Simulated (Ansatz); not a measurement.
# One shape, several levels: BH3O3 (boric acid)

We compute a comparison of 6 runs (HF/3-21G, BLYP/def2-SVPD, HSE06/def2-SVPD, PBE0/def2-SVPD, wB97X/def2-SVPD, CCSD(T)/def2-SVPD) of BH3O3 (boric acid). 

The results are computed with Ansatz 0.2.0.

54 further runs of the same task are left out: 1 that didn't finish, 53 set aside as unsound or not needed.

### 1 The molecule

BH3O3: 7 atoms, total charge 0, spin state singlet. SMILES: `OB(O)O`. The B2–O4 distance was set to 3.028 Å, away from the relaxed value. At this shape a bond of the SMILES string is far longer than usual.

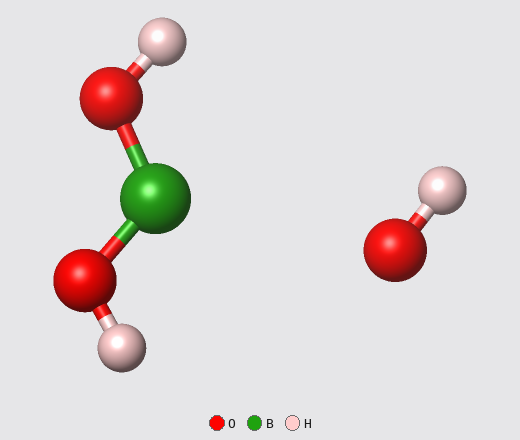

The structure, seen from a chosen angle (oxygen red, boron green, hydrogen pink).

### 2 The energy at HF/3-21G (run 1)

The input, in.yaml:

```yaml
crystal:
  periodic: [false, false, false]
  atoms:
    - {symbol: O, position_ang: [-1.845169, 1.251993, 1.730799]}
    - {symbol: B, position_ang: [-0.747669, 0.442593, 1.637599]}
    - {symbol: O, position_ang: [-0.234269, -0.019907, 2.808999]}
    - {symbol: O, position_ang: [0.600700, -0.381300, -0.945400]}
    - {symbol: H, position_ang: [-2.192869, 1.567993, 0.897399]}
    - {symbol: H, position_ang: [0.531331, -0.578807, 2.663399]}
    - {symbol: H, position_ang: [0.210500, -0.035700, -1.748300]}
basis:
  gaussian:
    orbitals: 3-21G.json
hamiltonian:
  xc: hf
accuracy: high
output: {orbitals: {seedname: orbitals}}
```

The basis set 3-21G is read from a file made from the Basis Set Exchange's data (not shown).

The run is started by

```console
ansatz run in.yaml --threads 1 --pin off --max-ram 3480MiB --events-out events.jsonl --progress --plain --runs-dir runs
```

Output:

```text
Warning: RAYON_NUM_THREADS=1 ignored (pool sized by the plan → 1); use --threads N
Functional definition: HF
  name "HF"
  exchange = exact_x
  correlation = 0
823 factors; integrals over basis functions are off by at most 5.0e-9 eV
mean field evaluation 1: about -6781.6526 eV, gradient 5.5e1 eV
mean field evaluation 2: about -6781.6532 eV, gradient 5.5e1 eV
mean field evaluation 4: about -6788.3362 eV, gradient 1.5e1 eV
mean field evaluation 8: about -6789.0059 eV, gradient 1.2e-1 eV
mean field -6789.00450692 eV, -249.4913138767 hartree, gradient 6.8e-8 eV, S^2 0.000000; 0 other end points of the search recorded, 0 dependent functions left out
reference -6789.00450692 eV, -249.4913138767 hartree; 16, 16 occupied and 26, 26 virtual orbitals, 823 factors
Total energy: -6789.00450692 eV, -249.4913138767 hartree
```

Wall time 0.3 s (1 thread of Arm Neoverse V1, shared host).

### 3 The energy at BLYP/def2-SVPD (run 2)

The input, in.yaml:

```yaml
basis:
  gaussian: {orbitals: def2-SVPD}
crystal:
  periodic: [false, false, false]
  atoms:
    - symbol: O
      position_ang: [-1.845169, 1.251993, 1.730799]
    - symbol: B
      position_ang: [-0.747669, 0.442593, 1.637599]
    - symbol: O
      position_ang: [-0.234269, -0.019907, 2.808999]
    - symbol: O
      position_ang: [0.600700, -0.381300, -0.945400]
    - symbol: H
      position_ang: [-2.192869, 1.567993, 0.897399]
    - symbol: H
      position_ang: [0.531331, -0.578807, 2.663399]
    - symbol: H
      position_ang: [0.210500, -0.035700, -1.748300]
hamiltonian: {xc: {name: BLYP}}
accuracy: high
output: {orbitals: {seedname: orbitals}}
```

The run is started by

```console
ansatz run in.yaml --threads 1 --pin off --max-ram 3480MiB --events-out events.jsonl --progress --plain --runs-dir runs
```

Output:

```text
Warning: RAYON_NUM_THREADS=1 ignored (pool sized by the plan → 1); use --threads N
Functional definition: BLYP
  name "BLYP"
  parameter beta = 0.0042
  parameter a = 0.04918
  parameter b = 0.132
  parameter c = 0.2533
  parameter d = 0.349
  exchange = b88_x(beta = beta)
  correlation = lyp_c(a = a, b = b, c = c, d = d)
2241 factors; integrals over basis functions are off by at most 3.4e-9 eV
mean field evaluation 1: about -6836.9140 eV, gradient 1.1e2 eV
mean field evaluation 2: about -6547.2347 eV, gradient 2.1e2 eV
mean field evaluation 4: about -6848.7470 eV, gradient 6.1e1 eV
mean field evaluation 8: about -6859.3952 eV, gradient 6.7e0 eV
mean field evaluation 16: about -6859.5005 eV, gradient 8.6e-2 eV
mean field evaluation 32: about -6850.0433 eV, gradient 4.3e1 eV
mean field -6859.50050908 eV, -252.0819941722 hartree, gradient 6.9e-8 eV, S^2 0.000000; 2 other end points of the search recorded, 0 dependent functions left out
reference -6859.50056418 eV, -252.0819961970 hartree; 16, 16 occupied and 97, 97 virtual orbitals, 2241 factors
Total energy: -6859.50056418 eV, -252.0819961970 hartree
```

Wall time 9 s (1 thread of Arm Neoverse V1, shared host); peak memory 0.3 GiB.

Runs 3 to 5 aren't shown in full; the table further down has their settings and results.

### 4 A single-point energy at CCSD(T)/def2-SVPD (run 6)

The input, job.yaml:

```yaml
crystal:
  periodic: [false, false, false]
  atoms:
    - {symbol: O, position_ang: [-1.845169, 1.251993, 1.730799]}
    - {symbol: B, position_ang: [-0.747669, 0.442593, 1.637599]}
    - {symbol: O, position_ang: [-0.234269, -0.019907, 2.808999]}
    - {symbol: O, position_ang: [0.600700, -0.381300, -0.945400]}
    - {symbol: H, position_ang: [-2.192869, 1.567993, 0.897399]}
    - {symbol: H, position_ang: [0.531331, -0.578807, 2.663399]}
    - {symbol: H, position_ang: [0.210500, -0.035700, -1.748300]}
basis:
  gaussian: {orbitals: def2-SVPD}
correlation: {method: ccsd_t, frozen_orbitals: {B: 1, H: 0, O: 1}}
scf: {omitted_lower_state_checks: [cluster_reference, increment]}
magnetization: {spin_polarized: false, initial_magnetization: 0}
accuracy: high
```

The run is started by

```console
ansatz run job.yaml --threads 1 --pin off --max-ram 3480MiB --events-out events.jsonl --progress --plain --runs-dir runs
```

Output:

```text
Warning: RAYON_NUM_THREADS=1 ignored (pool sized by the plan → 1); use --threads N
[... 12 lines left out ...]
4 core orbitals not correlated: weight in the atoms' cores, before any rotation towards them, 1.000 or more for the frozen orbitals, at most 0.000 for the correlated occupied ones
[... 33 lines left out ...]
Total energy: -6844.02792731 eV, -251.5133872801 hartree
Checks for a lower state left out: cluster_reference, increment
```

Run time: 62 s. Hardware: 1 thread of Arm Neoverse V1, shared host; peak memory 1 GiB.

### 5 Overview of the runs

```tsv
run	level	frozen core orbitals	energy (Eh)	HOMO energy (eV)	LUMO energy (eV)	HOMO–LUMO gap (eV)	wall time
1	HF/3-21G	–	-249.491314	-8.03	-0.08	7.95	0.3 s
2	BLYP/def2-SVPD	–	-252.081996	-5.21	-4.63	0.59	9 s
3	HSE06/def2-SVPD	–	-251.808485	-6.48	-4.39	2.10	9.6 s
4	PBE0/def2-SVPD	–	-251.819184	-6.89	-4.02	2.87	8.4 s
5	wB97X/def2-SVPD	–	-252.020331	-9.09	-2.03	7.06	30 s
6	CCSD(T)/def2-SVPD	4	-251.513387	–	–	–	62 s
```

### 6 Outcome

| quantity | value |
| --- | --- |
| run 6: total energy | -251.51339 Eh |
| run 6: correlation energy (4 core orbitals frozen) | -770.6 mEh |
| run 6: (T) correction | -40.33 mEh |
| run 6: T1 diagnostic | 0.051 |

Over runs 1, 2, 3, 4, 5 the HOMO–LUMO gap runs from 0.59 eV (BLYP/def2-SVPD) to 7.95 eV (HF/3-21G). The two ends differ in method and basis. Totals of different functionals can't be ranked against each other. In run 6 the T1 diagnostic is large, so a single reference may not serve. In run 6 the log says that unrestricted orbitals would lower the reference, so the values rest on an unstable closed-shell determinant (other closed-shell runs at this shape may share the fault). All runs together took 2 min, the longest 62 s.
